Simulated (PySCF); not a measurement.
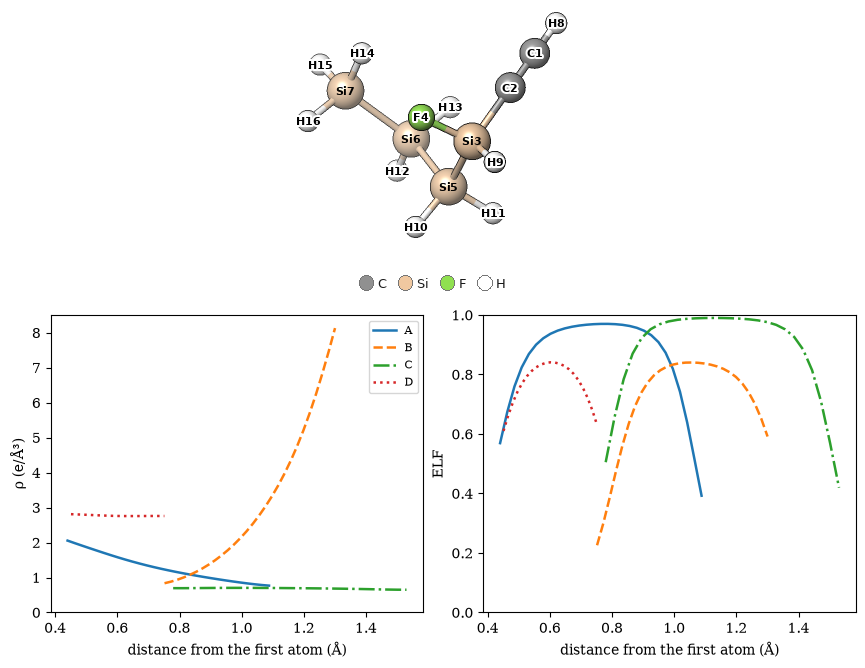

*C$_{2}$H$_{9}$FSi$_{4}$. Total electron density and ELF along straight lines between neighbouring atoms. The curves leave out the atomic cores. The structure is drawn too.*

Geometry: GFN2-xTB.

Computed with PySCF 2.14.0, CAM-B3LYP/def2-SVPD, SCF density, gas phase.

```json
{"atom": "C", "x (Å)": "3.1159", "y (Å)": "1.0187", "z (Å)": "-1.2234"}
{"atom": "C", "x (Å)": "2.6032", "y (Å)": "0.2986", "z (Å)": "-0.4086"}
{"atom": "Si", "x (Å)": "1.7393", "y (Å)": "-0.8273", "z (Å)": "0.7812"}
{"atom": "F", "x (Å)": "1.1677", "y (Å)": "0.1517", "z (Å)": "1.9461"}
{"atom": "Si", "x (Å)": "-0.1184", "y (Å)": "-1.7786", "z (Å)": "-0.2083"}
{"atom": "Si", "x (Å)": "-1.5478", "y (Å)": "-0.2129", "z (Å)": "-1.1723"}
{"atom": "Si", "x (Å)": "-2.2144", "y (Å)": "1.5047", "z (Å)": "0.2313"}
{"atom": "H", "x (Å)": "3.5801", "y (Å)": "1.6528", "z (Å)": "-1.9237"}
{"atom": "H", "x (Å)": "2.7774", "y (Å)": "-1.5656", "z (Å)": "1.4979"}
{"atom": "H", "x (Å)": "-0.8205", "y (Å)": "-2.5916", "z (Å)": "0.8026"}
{"atom": "H", "x (Å)": "0.3789", "y (Å)": "-2.7858", "z (Å)": "-1.1618"}
{"atom": "H", "x (Å)": "-2.7091", "y (Å)": "-0.9025", "z (Å)": "-1.7633"}
{"atom": "H", "x (Å)": "-0.8528", "y (Å)": "0.3363", "z (Å)": "-2.3514"}
{"atom": "H", "x (Å)": "-1.0740", "y (Å)": "2.3296", "z (Å)": "0.6292"}
{"atom": "H", "x (Å)": "-3.2056", "y (Å)": "2.4025", "z (Å)": "-0.3696"}
{"atom": "H", "x (Å)": "-2.8275", "y (Å)": "0.9785", "z (Å)": "1.4540"}
```

Which curve belongs to which contact (C–C, C–Si, Si–F and Si–Si)? The first atom named is at distance zero.

Answer. Curve A: C–Si (1.85 Å): ρ is about 0.95 e/Å³ halfway; the ELF peaks at about 1 between the atoms, as expected for localised, covalent bonding. Curve B: Si–F (1.63 Å): the density is about 1 e/Å³ at the midpoint; the ELF peaks at about 0.85 in the valence shell of F, 0.6 Å from its nucleus, and is about 0.50 at the midpoint. Curve C: Si–Si (2.31 Å): ρ at the midpoint is about 0.7 e/Å³; the ELF peaks at about 1 between the atoms: localised, covalent bonding. Curve D: C–C (1.20 Å): ρ at the midpoint is about 2.8 e/Å³; the ELF peaks at about 0.85 between the atoms (a short, multiple covalent bond).
